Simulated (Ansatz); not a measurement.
Effect of Cu interstitial (started 1.63 Å from the nearest host atom) on ZnCu

The parent structure is a 14-atom supercell of ZnCu in the CsCl type structure (space group Pm-3m, No. 221; a = 2.908 Å) at its relaxed geometry.

Modification: one Cu atom is added in an open site, starting 1.63 Å from the nearest host atom, atoms relaxed at fixed cell, starting from a slightly rattled geometry.

All numbers come from plane-wave PAW DFT at the PBEsol level (Ansatz, a first-principles code, 420 eV), scalar-relativistic without spin-orbit coupling. Settings: 8×8×8 k-points, 0.05 eV Fermi–Dirac smearing.

```csv
quantity,base,changed,shift
pressure,0.0 GPa,18.3 GPa,+18.3 GPa
largest displacement of a host atom from its site in the perfect cell,–,1.12 Å,–
final site of the added atom,–,6 Zn at 2.15–2.98 Å and 6 Cu at 2.24–2.97 Å,–
```

Final structure:

```xyz
15
Lattice="5.8166 -2.9083 0.0000 0.0000 5.8166 -2.9083 -2.9083 0.0000 5.8166" Properties=species:S:1:pos:R:3 pbc="T T T"
Zn     0.3932    -0.1105    -0.8501
Zn    -0.0757    -0.0283     3.1935
Zn     0.1978     2.5359     0.0000
Zn     0.0006     3.3190     3.0930
Zn     2.5252     0.1678     0.2698
Zn     2.8541     0.2903     2.9969
Zn     3.0231     2.8629    -0.2635
Cu     1.1445     1.5425     1.8886
Cu     4.2840     0.8769    -1.0652
Cu     1.4889    -1.5949     4.3110
Cu     4.2635    -1.0579     1.6488
Cu    -1.1969     4.0682     1.2613
Cu     1.3372     4.4542    -1.1786
Cu    -1.3906     1.6999     4.0806
Cu    -0.7084    -0.1213     0.9932
```

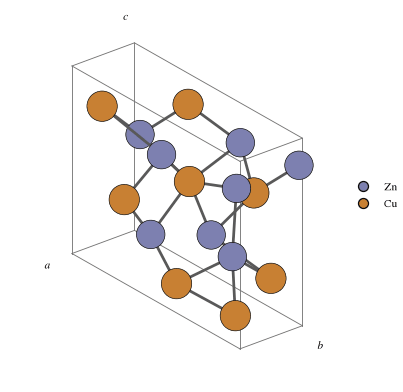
The relaxed cell after the change

The cell is small, so the values are those of an ordered compound at a high defect concentration; dilute-limit values will differ. All final runs are without spin polarisation. The defect cell is not spin-polarised.
